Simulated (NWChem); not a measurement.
# C7H16 (3-methylhexane) at 4 levels

Wanted: a comparison of 4 runs (wB97X/MIDI!, wB97X/MINI, wB97X/SBKJC-VDZ, wB97X/LANL2DZ) of C7H16 (3-methylhexane). 

Program for the calculation: NWChem 7.3.0.

## (1) The structure to begin with

C7H16: 23 atoms, total charge 0, spin state singlet. As SMILES, `CCCC(C)CC`. The shape is that of a PBE0-D4/def2-TZVP optimisation. This is one conformer, not always the lowest.

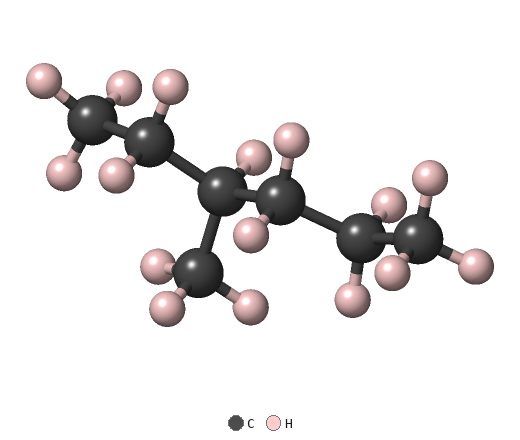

The structure, seen from a chosen angle (carbon dark grey, hydrogen pink).

## (2) Energy and gradient at wB97X/MIDI! (run 1)

The input, mol.nw:

```
start mol
memory 2200 mb

geometry units angstrom noautosym nocenter noautoz
  C     -3.173500     0.958000    -0.294700
  C     -2.045200    -0.042100    -0.109400
  C     -0.678100     0.622200    -0.074600
  C      0.496000    -0.310200     0.212400
  C      0.664200    -1.360400    -0.877100
  C      1.771600     0.506000     0.413500
  C      2.974800    -0.293900     0.883200
  H     -3.188900     1.690100     0.517700
  H     -3.058500     1.510800    -1.231500
  H     -4.148700     0.466000    -0.317600
  H     -2.197200    -0.600000     0.822300
  H     -2.084000    -0.780800    -0.915900
  H     -0.693000     1.409000     0.690100
  H     -0.499700     1.135500    -1.029400
  H      0.283900    -0.830800     1.157900
  H     -0.234300    -1.968600    -0.995500
  H      0.873200    -0.882300    -1.840200
  H      1.488000    -2.042200    -0.658000
  H      2.013300     1.018600    -0.526300
  H      1.563200     1.297000     1.142700
  H      3.296200    -1.027100     0.140500
  H      3.826700     0.360300     1.082800
  H      2.750000    -0.835000     1.807200
end

basis spherical bse
  * library "MIDI!"
end

dft
  xc wb97x
  mult 1
  grid fine
  convergence energy 1e-08
  iterations 100
  mulliken
  print low
end

task dft gradient
```

The run is started by

```sh
nwchem mol.nw > mol.out
```

The program printed:

```text
[...]
 d= 0,ls=0.0,diis     1   -274.6359042904 -5.99D+02  5.52D-03  4.94D-01    10.3
[...]
 d= 0,ls=0.0,diis     8   -274.7006258624 -5.55D-10  2.15D-07  1.52D-10    83.5
         Total DFT energy =     -274.700625862436
      One electron energy =    -1009.764067536947
           Coulomb energy =      454.671914028425
    Exchange-Corr. energy =      -43.703541634194
 Nuclear repulsion energy =      324.095069280280
[...]
                         DFT ENERGY GRADIENTS
    atom               coordinates                        gradient
                 x          y          z           x          y          z
   1 C      -5.997045   1.810357  -0.556902    0.003992  -0.005071   0.000870
   2 C      -3.864868  -0.079557  -0.206736    0.000296   0.009414  -0.001234
   3 C      -1.281423   1.175788  -0.140974   -0.001650  -0.008357   0.002481
   4 C       0.937304  -0.586193   0.401378    0.001924   0.005593  -0.007628
   5 C       1.255156  -2.570783  -1.657479   -0.000865   0.001762   0.004700
   6 C       3.347839   0.956201   0.781402    0.000265  -0.007824   0.002890
   7 C       5.621557  -0.555390   1.669006   -0.003756   0.004259  -0.002111
   8 H      -6.026147   3.193826   0.978311   -0.000161  -0.002325  -0.003246
   9 H      -5.779727   2.854998  -2.327198   -0.000690  -0.001675   0.003577
  10 H      -7.839906   0.880612  -0.600177    0.003005   0.002168  -0.000019
  11 H      -4.152106  -1.133836   1.553922    0.000428   0.001319  -0.003043
[...]
```

It took 1.8 min on 1 thread of Intel Xeon Platinum 8488C (Sapphire Rapids), shared host; peak memory 0.12 GiB.

## (3) Energy and forces at wB97X/MINI (run 2)

The input, work.nw:

```
start work
memory 2200 mb
charge 0

geometry noautosym nocenter noautoz
 C       -3.173500       0.958000      -0.294700
 C       -2.045200      -0.042100      -0.109400
 C       -0.678100       0.622200      -0.074600
 C        0.496000      -0.310200       0.212400
 C        0.664200      -1.360400      -0.877100
 C        1.771600       0.506000       0.413500
 C        2.974800      -0.293900       0.883200
 H       -3.188900       1.690100       0.517700
 H       -3.058500       1.510800      -1.231500
 H       -4.148700       0.466000      -0.317600
 H       -2.197200      -0.600000       0.822300
 H       -2.084000      -0.780800      -0.915900
 H       -0.693000       1.409000       0.690100
 H       -0.499700       1.135500      -1.029400
 H        0.283900      -0.830800       1.157900
 H       -0.234300      -1.968600      -0.995500
 H        0.873200      -0.882300      -1.840200
 H        1.488000      -2.042200      -0.658000
 H        2.013300       1.018600      -0.526300
 H        1.563200       1.297000       1.142700
 H        3.296200      -1.027100       0.140500
 H        3.826700       0.360300       1.082800
 H        2.750000      -0.835000       1.807200
end

basis spherical bse
 * library MINI
end

dft
 xc wb97x
 grid fine
 convergence energy 1e-08
 iterations 100
 mulliken
 print low
end

task dft gradient
```

The run is started by

```sh
nwchem work.nw > work.out
```

The program printed:

```text
[...]
 d= 0,ls=0.0,diis     1   -273.9898390073 -5.98D+02  1.55D-02  2.87D-01     6.7
[...]
 d= 0,ls=0.0,diis     7   -274.0332584278 -8.14D-10  3.98D-07  2.32D-10    33.0
         Total DFT energy =     -274.033258427794
      One electron energy =    -1003.145034519674
           Coulomb energy =      447.704907160811
    Exchange-Corr. energy =      -42.688200349211
 Nuclear repulsion energy =      324.095069280280
[...]
                         DFT ENERGY GRADIENTS
    atom               coordinates                        gradient
                 x          y          z           x          y          z
   1 C      -5.997045   1.810357  -0.556902   -0.028839   0.020145  -0.004350
   2 C      -3.864868  -0.079557  -0.206736   -0.012093  -0.028041   0.002619
   3 C      -1.281423   1.175788  -0.140974   -0.000771   0.032502  -0.002982
   4 C       0.937304  -0.586193   0.401378   -0.003535  -0.010986   0.020224
   5 C       1.255156  -2.570783  -1.657479    0.003771  -0.029764  -0.026014
   6 C       3.347839   0.956201   0.781402    0.009065   0.034423  -0.000451
   7 C       5.621557  -0.555390   1.669006    0.032246  -0.013306   0.012616
   8 H      -6.026147   3.193826   0.978311   -0.000393  -0.044209  -0.050009
   9 H      -5.779727   2.854998  -2.327198   -0.008417  -0.033241   0.057322
  10 H      -7.839906   0.880612  -0.600177    0.059636   0.031890   0.001209
  11 H      -4.152106  -1.133836   1.553922    0.008240   0.031700  -0.054592
[...]
```

Wall time 44 s (1 thread of Intel Xeon Platinum 8488C (Sapphire Rapids), shared host); peak memory 0.13 GiB.

Run 3 isn't shown in full; the table further down has it.

## (4) Energy and forces at wB97X/LANL2DZ (run 4)

The input, c7h16.nw:

```
start c7h16
memory 2200 mb

geometry units angstroms noautosym nocenter noautoz
  C     -3.173500     0.958000    -0.294700
  C     -2.045200    -0.042100    -0.109400
  C     -0.678100     0.622200    -0.074600
  C      0.496000    -0.310200     0.212400
  C      0.664200    -1.360400    -0.877100
  C      1.771600     0.506000     0.413500
  C      2.974800    -0.293900     0.883200
  H     -3.188900     1.690100     0.517700
  H     -3.058500     1.510800    -1.231500
  H     -4.148700     0.466000    -0.317600
  H     -2.197200    -0.600000     0.822300
  H     -2.084000    -0.780800    -0.915900
  H     -0.693000     1.409000     0.690100
  H     -0.499700     1.135500    -1.029400
  H      0.283900    -0.830800     1.157900
  H     -0.234300    -1.968600    -0.995500
  H      0.873200    -0.882300    -1.840200
  H      1.488000    -2.042200    -0.658000
  H      2.013300     1.018600    -0.526300
  H      1.563200     1.297000     1.142700
  H      3.296200    -1.027100     0.140500
  H      3.826700     0.360300     1.082800
  H      2.750000    -0.835000     1.807200
end

basis spherical bse
  * library LANL2DZ
end

dft
  xc wb97x
  grid fine
  convergence energy 1e-08
  maxiter 100
  mulliken
  noprint "final vectors analysis"
end

task dft gradient
```

The run is started by

```sh
nwchem c7h16.nw > c7h16.out
```

The program printed:

```text
[...]
          Wavefunction type:  closed shell.
          No. of atoms     :    23
          No. of electrons :    58
[...]
          Charge           :     0
          Spin multiplicity:     1
[...]
          AO basis - number of functions:    95
[...]
              XC Information
              --------------
                       wb97x  Method XC Functional
                     Hartree-Fock (Exact) Exchange  1.000
                         wb97x Exchange Functional  1.000
                      wb97x Correlation Functional  1.000
[...]
 d= 0,ls=0.0,diis     1   -276.2189351318 -6.00D+02  6.93D-03  4.31D-01    13.0
[...]
 d= 0,ls=0.0,diis     8   -276.2777432801 -2.75D-10  2.41D-07  4.06D-11   106.4
         Total DFT energy =     -276.277743280057
      One electron energy =    -1012.138109863966
           Coulomb energy =      455.725588094029
    Exchange-Corr. energy =      -43.960290790400
 Nuclear repulsion energy =      324.095069280280
[...]
      Total Density - Mulliken Population Analysis
     ---------------------------------------------
    Atom       Charge   Shell Charges
 -----------   ------   -------------------------------------------------------
    1 C    6     6.65   2.00  0.70  0.67  2.73  0.55
    2 C    6     6.34   2.00  0.70  0.60  2.68  0.36
    3 C    6     6.34   2.00  0.70  0.61  2.68  0.36
    4 C    6     5.98   2.00  0.70  0.55  2.63  0.10
    5 C    6     6.70   2.00  0.70  0.69  2.73  0.59
    6 C    6     6.34   2.00  0.70  0.61  2.68  0.36
    7 C    6     6.66   2.00  0.70  0.68  2.73  0.56
    8 H    1     0.81   0.52  0.29
    9 H    1     0.81   0.52  0.29
   10 H    1     0.80   0.52  0.28
[...]
  wavefunction    = closed shell
[...]
```

Run time: 2.4 min. Hardware: 1 thread of Intel Xeon Platinum 8488C (Sapphire Rapids), shared host; peak memory 0.12 GiB.

## (5) All runs side by side

```csv
run,level,core potential,energy (Eh),largest force (eV/Å),wall time
1,wB97X/MIDI!,–,-274.700626,0.496,1.8 min
2,wB97X/MINI,–,-274.033258,3.478,44 s
3,wB97X/SBKJC-VDZ (core potential),SBKJC-VDZ,-49.101900,0.576,1.9 min
4,wB97X/LANL2DZ,–,-276.277743,0.458,2.4 min
```

## (6) Summary of results

| quantity | value |
| --- | --- |
| run 4: total energy | -276.27774 Eh |
| run 4: dipole moment | 0.08 D |
| run 4: largest force on an atom | 0.458 eV/Å |

Some runs of one species differ in core potentials or relativity; totals across that change don't compare. In run 2 the basis is minimal, so the values are rough. All runs together took 6.8 min, the longest 2.4 min.
